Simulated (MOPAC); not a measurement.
**Geometry relaxation of CH4InO2 (charge +1) (part 2 of 3)**

CH4InO2, charge +1; PM6-DH+, closed shell, dispersion DH+ (MOPAC 23.2.5). The run did not end well. The starting geometry was optimised with PM6-DH+. The run did not end well; see the last part.

Geometry of the input (Å):
```
C  -0.5739  1.2845  0.4770
O  0.3264  0.2388  0.1685
In -0.4725  -1.4416  -0.7317
O  1.1140  -2.6999  -1.0265
H  0.0613  2.0548  0.9418
H  -1.3331  0.9495  1.1906
H  -1.0357  1.6833  -0.4316
H  1.9342  -2.3468  -0.7241
```

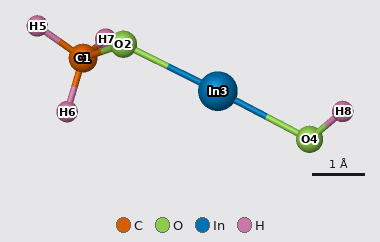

Figure 1. The geometry at step 89 of the log (ball-and-stick view, seen at a tilt; atoms are numbered from 1 in the order of the input).

### Trajectory as extended XYZ, continued
```
8
Properties=species:S:1:pos:R:3:forces:R:3 step=22 energy=6.35511
C    -0.9692    1.3257    0.3049    0.0196  -0.0170   0.0341
O     0.1393    0.4731    0.5428    0.0368   0.1175  -0.0587
In    0.1940   -1.3171   -0.4793    0.0548  -0.0881  -0.0147
O     0.3493   -3.0660   -1.5098   -0.0032  -0.0090   0.0109
H    -0.5731    2.2890    0.7212    0.0400  -0.0426  -0.0084
H    -1.8306    1.0145    0.9051   -0.1207  -0.0411  -0.0185
H    -1.2099    1.4703   -0.7519    0.0152   0.0407   0.0354
H     1.2840   -3.3799   -1.5633   -0.0425   0.0396   0.0199
8
Properties=species:S:1:pos:R:3:forces:R:3 step=27 energy=6.34711
C    -0.9860    1.3101    0.2941   -0.0594   0.0019  -0.0038
O     0.1525    0.5000    0.5183    0.0154  -0.0286  -0.0019
In    0.2230   -1.3222   -0.4542   -0.0183   0.0705  -0.0134
O     0.3071   -3.0442   -1.5308   -0.0328  -0.0467   0.0089
H    -0.6162    2.2597    0.7657   -0.0320   0.0051   0.0182
H    -1.8725    0.9548    0.8378    0.0694  -0.0273  -0.0096
H    -1.1977    1.4980   -0.7626    0.0244   0.0426  -0.0005
H     1.2204   -3.4045   -1.5786    0.0332  -0.0175   0.0022
8
Properties=species:S:1:pos:R:3:forces:R:3 step=31 energy=6.33970
C    -0.9936    1.3155    0.3070    0.0114   0.0133   0.0802
O     0.1490    0.5015    0.4978    0.0190   0.1448  -0.0084
In    0.2347   -1.3075   -0.4858   -0.0516  -0.0737  -0.0945
O     0.2926   -3.0883   -1.4671    0.0015  -0.0227   0.0131
H    -0.6593    2.1978    0.9228   -0.0591  -0.0136  -0.0420
H    -1.8923    0.8820    0.7629   -0.0073   0.0222  -0.0433
H    -1.1539    1.6444   -0.7286    0.0786  -0.0791   0.0919
H     1.2127   -3.4213   -1.5750    0.0074   0.0089   0.0029
8
Properties=species:S:1:pos:R:3:forces:R:3 step=36 energy=6.33522
C    -0.9914    1.3075    0.3200   -0.0031   0.0156  -0.0202
O     0.1622    0.5074    0.4992   -0.0086   0.0061  -0.0074
In    0.2320   -1.2960   -0.5071   -0.0037  -0.0162   0.0024
O     0.2884   -3.1063   -1.4343   -0.0040   0.0025   0.0002
H    -0.7036    2.1743    0.9753   -0.0149  -0.0134  -0.0157
H    -1.9018    0.8460    0.7187    0.0151   0.0026   0.0041
H    -1.1138    1.6641   -0.7100    0.0146  -0.0027   0.0365
H     1.2111   -3.4282   -1.5557    0.0046   0.0055   0.0001
8
Properties=species:S:1:pos:R:3:forces:R:3 step=40 energy=6.33509
C    -0.9908    1.3086    0.3208    0.0107   0.0008  -0.0034
O     0.1636    0.5087    0.4955   -0.0010  -0.0020   0.0023
In    0.2296   -1.2972   -0.5068   -0.0042  -0.0001   0.0038
O     0.2911   -3.1069   -1.4345    0.0015  -0.0028  -0.0010
H    -0.7052    2.1724    0.9792   -0.0024   0.0030   0.0029
H    -1.9001    0.8451    0.7180   -0.0032  -0.0043   0.0053
H    -1.1108    1.6706   -0.7057   -0.0015   0.0037  -0.0084
H     1.2156   -3.4255   -1.5535    0.0000   0.0016  -0.0014
8
Properties=species:S:1:pos:R:3:forces:R:3 step=45 energy=6.33506
C    -0.9899    1.3092    0.3205    0.0001   0.0011   0.0001
O     0.1640    0.5087    0.4950   -0.0004  -0.0011  -0.0003
In    0.2279   -1.2979   -0.5061   -0.0003  -0.0008   0.0012
O     0.2931   -3.1069   -1.4355   -0.0002  -0.0009   0.0016
H    -0.7041    2.1737    0.9783    0.0003  -0.0001  -0.0004
H    -1.8987    0.8460    0.7200   -0.0004   0.0004  -0.0007
H    -1.1113    1.6706   -0.7064    0.0008  -0.0005   0.0002
H     1.2184   -3.4230   -1.5547    0.0000   0.0019  -0.0016
8
Properties=species:S:1:pos:R:3:forces:R:3 step=49 energy=6.33504
C    -0.9866    1.3148    0.3186    0.0110   0.0007  -0.0097
O     0.1599    0.5047    0.4980   -0.0036   0.0030   0.0073
In    0.2219   -1.3016   -0.5035   -0.0018   0.0054   0.0021
O     0.3020   -3.1134   -1.4265    0.0495  -0.0146  -0.0071
H    -0.6908    2.1817    0.9689   -0.0015  -0.0033   0.0006
H    -1.8994    0.8640    0.7228    0.0030  -0.0061  -0.0026
H    -1.1050    1.6695   -0.7110   -0.0048   0.0015   0.0022
H     1.2333   -3.3862   -1.6113   -0.0517   0.0134   0.0073
8
Properties=species:S:1:pos:R:3:forces:R:3 step=54 energy=6.33490
C    -0.9878    1.3122    0.3178    0.0015   0.0014  -0.0012
O     0.1611    0.5060    0.4984   -0.0012  -0.0008   0.0017
In    0.2254   -1.2996   -0.5044    0.0008  -0.0008  -0.0018
O     0.2971   -3.1132   -1.4243   -0.0096   0.0029   0.0057
H    -0.6994    2.1761    0.9753   -0.0013   0.0000  -0.0016
H    -1.9007    0.8549    0.7150    0.0030  -0.0015  -0.0030
H    -1.1031    1.6722   -0.7103   -0.0012   0.0006   0.0030
H     1.2232   -3.3919   -1.6095    0.0080  -0.0018  -0.0028
8
Properties=species:S:1:pos:R:3:forces:R:3 step=58 energy=6.33485
C    -0.9878    1.3118    0.3171    0.0001   0.0006  -0.0007
O     0.1608    0.5055    0.4998    0.0001   0.0012  -0.0014
In    0.2263   -1.2991   -0.5046    0.0003  -0.0015   0.0041
O     0.2957   -3.1146   -1.4206    0.0037  -0.0025  -0.0004
H    -0.7020    2.1753    0.9760    0.0000  -0.0012   0.0009
H    -1.9014    0.8531    0.7107   -0.0006   0.0004  -0.0007
H    -1.1007    1.6734   -0.7107    0.0008   0.0001  -0.0006
H     1.2211   -3.3870   -1.6214   -0.0044   0.0029  -0.0011
8
Properties=species:S:1:pos:R:3:forces:R:3 step=63 energy=6.33488
C    -0.9869    1.3140    0.3184   -0.0019  -0.0012  -0.0020
O     0.1614    0.5064    0.4954    0.0013  -0.0008   0.0078
In    0.2234   -1.3003   -0.5049    0.0001   0.0013  -0.0016
O     0.2998   -3.1171   -1.4182   -0.0057   0.0045   0.0047
H    -0.7005    2.1712    0.9853   -0.0018   0.0035  -0.0034
H    -1.9016    0.8537    0.7080    0.0033   0.0009  -0.0031
H    -1.0981    1.6832   -0.7071   -0.0005  -0.0025   0.0036
H     1.2260   -3.3815   -1.6240    0.0052  -0.0057  -0.0060
8
Properties=species:S:1:pos:R:3:forces:R:3 step=67 energy=6.33483
C    -0.9876    1.3122    0.3164   -0.0002   0.0004  -0.0001
O     0.1609    0.5059    0.4990    0.0003  -0.0003   0.0008
In    0.2259   -1.2998   -0.5034    0.0000  -0.0010   0.0006
O     0.2964   -3.1148   -1.4204   -0.0021   0.0002   0.0023
H    -0.7017    2.1751    0.9762   -0.0004   0.0004   0.0003
H    -1.9015    0.8537    0.7097    0.0004  -0.0001  -0.0014
H    -1.1000    1.6742   -0.7112    0.0003   0.0003   0.0000
H     1.2212   -3.3827   -1.6284    0.0016   0.0001  -0.0024
8
Properties=species:S:1:pos:R:3:forces:R:3 step=72 energy=6.33481
C    -0.9876    1.3120    0.3156    0.0002   0.0016  -0.0007
O     0.1605    0.5054    0.5003    0.0001   0.0007   0.0001
In    0.2262   -1.2999   -0.5027    0.0001  -0.0023   0.0010
O     0.2959   -3.1148   -1.4200    0.0017  -0.0011   0.0017
H    -0.7016    2.1765    0.9733   -0.0005  -0.0010   0.0006
H    -1.9016    0.8544    0.7096   -0.0003   0.0001  -0.0006
H    -1.0998    1.6719   -0.7128    0.0007   0.0004  -0.0004
H     1.2202   -3.3797   -1.6349   -0.0021   0.0017  -0.0018
8
Properties=species:S:1:pos:R:3:forces:R:3 step=76 energy=6.33481
C    -0.9880    1.3117    0.3160    0.0011   0.0002  -0.0006
O     0.1610    0.5062    0.4994   -0.0015  -0.0020  -0.0004
In    0.2270   -1.2994   -0.5034   -0.0002   0.0006   0.0020
O     0.2948   -3.1155   -1.4185    0.0017  -0.0020   0.0010
H    -0.7046    2.1736    0.9782    0.0000   0.0001  -0.0005
H    -1.9024    0.8516    0.7061    0.0008   0.0004  -0.0011
H    -1.0983    1.6756   -0.7113    0.0003  -0.0002   0.0007
H     1.2185   -3.3816   -1.6340   -0.0022   0.0029  -0.0012
8
Properties=species:S:1:pos:R:3:forces:R:3 step=81 energy=6.33481
C    -0.9877    1.3121    0.3163   -0.0001   0.0001  -0.0005
O     0.1608    0.5058    0.4994    0.0003   0.0003   0.0009
In    0.2263   -1.2995   -0.5038   -0.0004  -0.0017   0.0016
O     0.2958   -3.1158   -1.4182   -0.0003   0.0000   0.0018
H    -0.7033    2.1740    0.9780   -0.0001   0.0002  -0.0001
H    -1.9021    0.8526    0.7070   -0.0002   0.0004  -0.0006
H    -1.0984    1.6757   -0.7110    0.0006   0.0001  -0.0006
H     1.2198   -3.3808   -1.6334    0.0002   0.0006  -0.0026
8
Properties=species:S:1:pos:R:3:forces:R:3 step=85 energy=6.33481
C    -0.9876    1.3122    0.3163   -0.0001   0.0001  -0.0004
O     0.1607    0.5057    0.4995    0.0003   0.0004   0.0008
In    0.2262   -1.2996   -0.5037   -0.0003  -0.0015   0.0016
O     0.2960   -3.1158   -1.4183   -0.0003   0.0000   0.0019
H    -0.7028    2.1744    0.9774   -0.0002   0.0001   0.0000
H    -1.9020    0.8531    0.7075   -0.0002   0.0003  -0.0006
H    -1.0986    1.6754   -0.7111    0.0007   0.0002  -0.0006
H     1.2202   -3.3804   -1.6337    0.0001   0.0005  -0.0026
8
Properties=species:S:1:pos:R:3:forces:R:3 step=89 energy=6.33480
C    -0.9878    1.3120    0.3161    0.0002   0.0001  -0.0005
O     0.1608    0.5058    0.4996    0.0000   0.0000   0.0003
In    0.2266   -1.2994   -0.5036   -0.0003  -0.0010   0.0020
O     0.2954   -3.1157   -1.4182    0.0001  -0.0006   0.0016
H    -0.7037    2.1740    0.9778   -0.0001   0.0001   0.0000
H    -1.9022    0.8524    0.7068   -0.0002   0.0003  -0.0007
H    -1.0984    1.6754   -0.7112    0.0006   0.0001  -0.0004
H     1.2193   -3.3808   -1.6341   -0.0003   0.0010  -0.0023
8
Properties=species:S:1:pos:R:3:forces:R:3 step=94 energy=6.33480
C    -0.9875    1.3123    0.3162    0.0001  -0.0001  -0.0005
O     0.1606    0.5055    0.4997    0.0002  -0.0001   0.0003
In    0.2260   -1.2997   -0.5035   -0.0001  -0.0007   0.0020
O     0.2964   -3.1157   -1.4185   -0.0002  -0.0005   0.0018
H    -0.7021    2.1749    0.9765   -0.0003   0.0002   0.0000
H    -1.9019    0.8538    0.7082   -0.0003   0.0001  -0.0007
H    -1.0988    1.6747   -0.7115    0.0007   0.0003  -0.0004
H     1.2205   -3.3797   -1.6345   -0.0001   0.0007  -0.0025
8
Properties=species:S:1:pos:R:3:forces:R:3 step=98 energy=6.33480
C    -0.9877    1.3120    0.3161    0.0002   0.0002  -0.0005
O     0.1607    0.5057    0.4996   -0.0001  -0.0001   0.0003
In    0.2265   -1.2995   -0.5037   -0.0003  -0.0012   0.0021
O     0.2956   -3.1159   -1.4179    0.0003  -0.0005   0.0015
H    -0.7036    2.1740    0.9778   -0.0001   0.0000  -0.0001
H    -1.9022    0.8525    0.7067    0.0000   0.0004  -0.0007
H    -1.0982    1.6756   -0.7112    0.0006   0.0000  -0.0003
H     1.2194   -3.3803   -1.6350   -0.0005   0.0012  -0.0022
8
Properties=species:S:1:pos:R:3:forces:R:3 step=103 energy=6.33480
C    -0.9878    1.3120    0.3161    0.0002   0.0002  -0.0006
O     0.1608    0.5058    0.4996   -0.0001   0.0000   0.0004
In    0.2266   -1.2994   -0.5037   -0.0002  -0.0011   0.0020
O     0.2955   -3.1159   -1.4179    0.0000  -0.0005   0.0015
H    -0.7038    2.1739    0.9780    0.0000   0.0000   0.0000
H    -1.9023    0.8523    0.7065   -0.0001   0.0003  -0.0007
H    -1.0982    1.6757   -0.7112    0.0005   0.0000  -0.0004
H     1.2193   -3.3804   -1.6349   -0.0003   0.0012  -0.0023
8
Properties=species:S:1:pos:R:3:forces:R:3 step=107 energy=6.33477
C    -0.9877    1.3122    0.3156    0.0010   0.0001  -0.0005
O     0.1608    0.5060    0.4994   -0.0006  -0.0046  -0.0009
In    0.2265   -1.2998   -0.5031    0.0000   0.0054   0.0038
O     0.2956   -3.1165   -1.4164    0.0031  -0.0049  -0.0001
H    -0.7044    2.1732    0.9790   -0.0005   0.0013  -0.0014
H    -1.9027    0.8524    0.7044   -0.0004  -0.0004  -0.0007
H    -1.0968    1.6768   -0.7116    0.0008   0.0007   0.0012
H     1.2186   -3.3763   -1.6431   -0.0035   0.0025  -0.0014
8
Properties=species:S:1:pos:R:3:forces:R:3 step=112 energy=6.33474
C    -0.9876    1.3122    0.3151    0.0004   0.0007  -0.0005
O     0.1603    0.5054    0.5004   -0.0009  -0.0006   0.0003
In    0.2268   -1.2995   -0.5032   -0.0003  -0.0015   0.0019
O     0.2955   -3.1177   -1.4140    0.0010  -0.0003   0.0016
H    -0.7050    2.1732    0.9788   -0.0002  -0.0003  -0.0007
H    -1.9033    0.8524    0.7026    0.0008   0.0008  -0.0010
H    -1.0951    1.6772   -0.7121    0.0003  -0.0003   0.0004
H     1.2170   -3.3723   -1.6518   -0.0011   0.0016  -0.0021
8
Properties=species:S:1:pos:R:3:forces:R:3 step=116 energy=6.33473
C    -0.9862    1.3141    0.3151   -0.0030   0.0023  -0.0014
O     0.1593    0.5043    0.5004    0.0001   0.0008   0.0038
In    0.2239   -1.3009   -0.5024    0.0025  -0.0051  -0.0019
O     0.3002   -3.1187   -1.4137    0.0000   0.0010   0.0029
H    -0.6986    2.1765    0.9750   -0.0029  -0.0019  -0.0003
H    -1.9027    0.8585    0.7065    0.0063   0.0024  -0.0031
H    -1.0952    1.6763   -0.7130   -0.0006  -0.0012   0.0018
H     1.2218   -3.3644   -1.6603   -0.0024   0.0018  -0.0018
8
Properties=species:S:1:pos:R:3:forces:R:3 step=121 energy=6.33470
C    -0.9870    1.3130    0.3148   -0.0015   0.0025  -0.0016
O     0.1595    0.5047    0.5008    0.0011   0.0017   0.0033
In    0.2260   -1.2999   -0.5030    0.0001  -0.0057  -0.0006
O     0.2972   -3.1193   -1.4113   -0.0014   0.0010   0.0025
H    -0.7035    2.1736    0.9786   -0.0009  -0.0010   0.0003
H    -1.9037    0.8544    0.7014    0.0018   0.0013  -0.0008
H    -1.0933    1.6785   -0.7124   -0.0001  -0.0009  -0.0005
H     1.2171   -3.3655   -1.6633    0.0009   0.0010  -0.0027
8
Properties=species:S:1:pos:R:3:forces:R:3 step=125 energy=6.33469
C    -0.9872    1.3128    0.3145    0.0001   0.0000  -0.0005
O     0.1598    0.5050    0.5009   -0.0004  -0.0003   0.0007
In    0.2265   -1.2998   -0.5029   -0.0002  -0.0011   0.0021
O     0.2965   -3.1195   -1.4104    0.0004  -0.0004   0.0014
H    -0.7054    2.1726    0.9800    0.0001   0.0002  -0.0005
H    -1.9039    0.8531    0.6995    0.0000   0.0005  -0.0005
H    -1.0925    1.6792   -0.7124    0.0006  -0.0001  -0.0002
H     1.2157   -3.3648   -1.6659   -0.0006   0.0011  -0.0024
8
Properties=species:S:1:pos:R:3:forces:R:3 step=130 energy=6.33469
C    -0.9871    1.3129    0.3143   -0.0002   0.0006  -0.0005
O     0.1596    0.5049    0.5011    0.0001   0.0006   0.0011
In    0.2264   -1.2999   -0.5028   -0.0002  -0.0025   0.0015
O     0.2967   -3.1197   -1.4101    0.0004   0.0001   0.0017
H    -0.7051    2.1729    0.9795   -0.0003  -0.0002  -0.0002
H    -1.9040    0.8536    0.6994    0.0003   0.0006  -0.0007
H    -1.0923    1.6790   -0.7127    0.0005  -0.0002  -0.0005
H     1.2155   -3.3636   -1.6683   -0.0007   0.0011  -0.0024
8
Properties=species:S:1:pos:R:3:forces:R:3 step=134 energy=6.33469
C    -0.9870    1.3131    0.3144    0.0003   0.0003  -0.0005
O     0.1595    0.5048    0.5011   -0.0001  -0.0005   0.0007
In    0.2261   -1.3000   -0.5027    0.0001  -0.0003   0.0023
O     0.2971   -3.1197   -1.4102   -0.0002  -0.0011   0.0013
H    -0.7045    2.1732    0.9791    0.0001   0.0004  -0.0003
H    -1.9039    0.8542    0.7000   -0.0006   0.0000  -0.0004
H    -1.0924    1.6788   -0.7127    0.0006  -0.0001  -0.0006
H     1.2161   -3.3632   -1.6684   -0.0003   0.0013  -0.0023
8
Properties=species:S:1:pos:R:3:forces:R:3 step=139 energy=6.33469
C    -0.9873    1.3127    0.3142    0.0003   0.0000  -0.0004
O     0.1598    0.5051    0.5011   -0.0009  -0.0004   0.0006
In    0.2268   -1.2997   -0.5028   -0.0004  -0.0013   0.0020
O     0.2961   -3.1198   -1.4096    0.0009   0.0000   0.0016
H    -0.7062    2.1722    0.9805    0.0000   0.0000  -0.0008
H    -1.9043    0.8526    0.6982    0.0004   0.0008  -0.0007
H    -1.0917    1.6796   -0.7126    0.0005  -0.0001   0.0001
H     1.2146   -3.3635   -1.6694   -0.0009   0.0012  -0.0023
8
Properties=species:S:1:pos:R:3:forces:R:3 step=143 energy=6.33468
C    -0.9870    1.3131    0.3143    0.0003   0.0002  -0.0005
O     0.1595    0.5048    0.5012   -0.0003  -0.0004   0.0007
In    0.2262   -1.3000   -0.5027    0.0000  -0.0007   0.0021
O     0.2970   -3.1198   -1.4100    0.0000  -0.0008   0.0014
H    -0.7047    2.1732    0.9792    0.0000   0.0002  -0.0004
H    -1.9040    0.8541    0.6997   -0.0002   0.0003  -0.0005
H    -1.0922    1.6789   -0.7128    0.0005  -0.0001  -0.0004
H     1.2157   -3.3628   -1.6694   -0.0004   0.0013  -0.0023
8
Properties=species:S:1:pos:R:3:forces:R:3 step=148 energy=6.33466
C    -0.9864    1.3139    0.3138   -0.0003   0.0017  -0.0005
O     0.1585    0.5038    0.5023    0.0005   0.0023   0.0017
In    0.2252   -1.3006   -0.5020    0.0001  -0.0052  -0.0001
O     0.2989   -3.1203   -1.4096    0.0025   0.0009   0.0020
H    -0.7011    2.1759    0.9750   -0.0014  -0.0018   0.0003
H    -1.9038    0.8579    0.7020    0.0018   0.0007  -0.0013
H    -1.0923    1.6766   -0.7143    0.0003  -0.0004  -0.0005
H     1.2170   -3.3573   -1.6775   -0.0035   0.0018  -0.0016
8
Properties=species:S:1:pos:R:3:forces:R:3 step=152 energy=6.33465
C    -0.9866    1.3136    0.3134    0.0006  -0.0010  -0.0004
O     0.1588    0.5042    0.5022   -0.0011  -0.0003  -0.0008
In    0.2258   -1.3005   -0.5019   -0.0002  -0.0004   0.0024
O     0.2981   -3.1207   -1.4084    0.0014   0.0004   0.0024
H    -0.7034    2.1746    0.9768   -0.0005  -0.0004  -0.0004
H    -1.9042    0.8563    0.6994    0.0007   0.0004  -0.0015
H    -1.0912    1.6776   -0.7144    0.0008   0.0006   0.0009
H     1.2150   -3.3561   -1.6812   -0.0017   0.0007  -0.0026
```
